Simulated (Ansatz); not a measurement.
The starting structures come from a database of crystals and need not be the phases stable at ambient conditions.

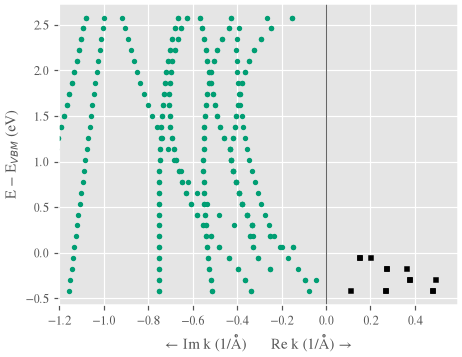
Figure. Complex bands at the centre of the two-dimensional zone; r2SCAN (Ansatz, a first-principles code)

No gap correction and no spin-orbit coupling; mid-gap values are interpolated between computed energies.

**Question.** This is Ba2MgMoO6 (Fm-3m, not sure to be the ambient phase, 10 atoms a cell, 13.8 Å³ an atom, -7 GPa at this level) along the normal of (111). Read off the slowest decay at the centre of the two-dimensional zone at 1.14 eV, the computed energy nearest the middle of the gap.

**Answer.** κ ≈ 0.35 1/Å, a decay length 1/(2κ) of the density of 1.4 Å.
